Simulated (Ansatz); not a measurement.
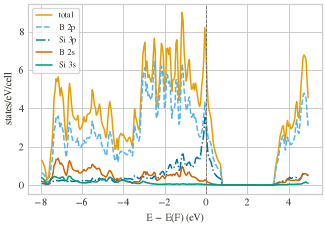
Figure: Total and projected density of states of SiB6 in space group R-3m (No. 166; B on 18h, B on 18h, Si on 6c), plane-wave PAW PBE (Ansatz code)

Task: Which orbitals carry the states next to the Fermi level?

Result: Within 0.5 eV of the Fermi level: B 2p 58 %, Si 3p 37 %. Projections are on Löwdin-orthogonalised atomic valence shells; empty p or d shells of many metals are not among them.

Task: Where is the tallest occupied peak in this window, and what makes it?

Result: Near -1.1 eV, about 9.0 states/eV per cell; the largest projected share is B 2p.

The start of the workflow was typed in or built on a structure type; neither database checked (COD, Materials Project) lists it. COD files the formula under space group No. 221. Whether it is the stable phase at ambient conditions was not checked. The cell was relaxed with PBE under the symmetry of its start; whether a distortion lowers the energy is not shown. The volume moved by 19 % from the start of the relaxation.

Potentials: the earlier of the program's two PAW sets.
